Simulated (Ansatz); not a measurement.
# Si3H8 (trisilane) at PBE0/6-31G(d) (spherical functions)

What is the electronic atomisation energy of Si3H8 (trisilane) at PBE0/6-31G* (spherical functions)? 

The calculation is run with Ansatz 0.2.0.

34 further runs of the same task are left out: 34 set aside as unsound or not needed.

## (1) Starting point

Si3H8: 11 atoms, total charge 0, spin state singlet. SMILES: `[SiH3][SiH2][SiH3]`. The coordinates come from a PBE0-D4/def2-TZVP relaxation.

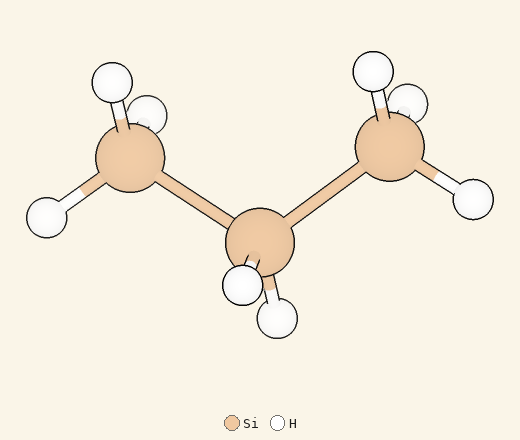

Viewed from a chosen angle; silicon light orange, hydrogen white.

## (2) A single-point energy at PBE0/6-31G(d) (spherical functions)

Input file job.yaml:

```yaml
basis:
  gaussian:
    orbitals: 6-31G_st_-spherical.json
crystal:
  periodic: [false, false, false]
  atoms:
    - symbol: Si
      position_ang: [-1.292570, 1.366730, -0.525270]
    - symbol: Si
      position_ang: [-0.462570, -0.807300, -0.296320]
    - symbol: Si
      position_ang: [1.631930, -0.774400, 0.742750]
    - symbol: H
      position_ang: [-2.625850, 1.367720, -1.185120]
    - symbol: H
      position_ang: [-0.354030, 2.180440, -1.344070]
    - symbol: H
      position_ang: [-1.422540, 2.000090, 0.814640]
    - symbol: H
      position_ang: [-0.343400, -1.440160, -1.640160]
    - symbol: H
      position_ang: [-1.410380, -1.620800, 0.516390]
    - symbol: H
      position_ang: [1.515950, -0.154940, 2.090430]
    - symbol: H
      position_ang: [2.583820, 0.031780, -0.068050]
    - symbol: H
      position_ang: [2.179610, -2.149160, 0.894770]
hamiltonian:
  xc: {name: PBE0}
accuracy: high
output:
  orbitals: {seedname: orbitals}
```

The basis set 6-31G* is read from a file made from the Basis Set Exchange's data (not shown).

Run with:

```bash
ansatz run job.yaml --threads 1 --pin off --max-ram 3480MiB --events-out events.jsonl --progress --plain --runs-dir runs
```

The log of the run:

```text
Warning: RAYON_NUM_THREADS=1 ignored (pool sized by the plan → 1); use --threads N
Functional definition: PBE0
  name "PBE0"
  parameter a = 0.25
  parameter kappa = 0.804
  parameter beta = 0.06672455060314922
  exchange = (1 - a)*pbe_x(kappa = kappa, mu = beta*pi^2/3) + a*exact_x
  correlation = pbe_c(beta = beta)
1621 factors; integrals over basis functions are off by at most 3.4e-9 eV
mean field evaluation 1: about -23750.5426 eV, gradient 8.7e0 eV
mean field evaluation 2: about -23750.8240 eV, gradient 4.0e0 eV
mean field evaluation 4: about -23750.8868 eV, gradient 1.9e-1 eV
mean field evaluation 8: about -23751.1032 eV, gradient 1.3e-2 eV
mean field evaluation 16: about -23751.1032 eV, gradient 5.6e-7 eV
mean field -23751.10322532 eV, -872.8369444546 hartree, gradient 1.6e-8 eV, S^2 0.000000; 0 other end points of the search recorded, 0 dependent functions left out
reference -23751.10322882 eV, -872.8369445831 hartree; 25, 25 occupied and 45, 45 virtual orbitals, 1621 factors
Total energy: -23751.10322882 eV, -872.8369445831 hartree
```

Wall time 3.3 s (1 thread of AMD EPYC 9R45 (Zen 5), shared host); peak memory 0.25 GiB.

## (3) The H atom at the same level

Input file molecule.yaml:

```yaml
crystal:
  periodic: [false, false, false]
  atoms:
    - {symbol: H, position_ang: [0.000000, 0.000000, 0.000000]}
basis:
  gaussian: {orbitals: "6-31G*"}
total_charge: 0
magnetization: {spin_polarized: true, initial_magnetization: 1}
hamiltonian: {xc: {name: PBE0}}
accuracy: high
```

Run the same way, it converges to -0.49911 Eh (log not shown).

## (4) The Si atom, same level

Input file input.yaml:

```yaml
crystal:
  periodic: [false, false, false]
  atoms:
    - {symbol: Si, position_ang: [0.000000, 0.000000, 0.000000]}
basis:
  gaussian:
    orbitals: 6-31G_st_-spherical.json
magnetization:
  spin_polarized: true
  initial_magnetization: 2
hamiltonian:
  xc: {name: PBE0}
accuracy: high
```

The basis set 6-31G* is read from a file made from the Basis Set Exchange's data (not shown).

Run the same way, it converges to -289.22845 Eh (log not shown).

## (5) What came out

At PBE0/6-31G* (spherical functions):

| quantity | value |
| --- | --- |
| molecule: total energy | -872.83694 Eh |
| molecule: HOMO energy | -8.00 eV |
| molecule: LUMO energy | 0.13 eV |
| molecule: HOMO–LUMO gap | 8.13 eV |
| H atom: total energy | -0.49911 Eh |
| H atom: ⟨S²⟩ | 0.750 |
| Si atom: total energy | -289.22845 Eh |
| Si atom: ⟨S²⟩ | 2.002 |
| electronic atomisation energy | 31.530 eV |

**Reading.** Taking the molecule apart into free atoms costs 31.53 eV (727 kcal/mol), before zero-point energy and without spin-orbit coupling.
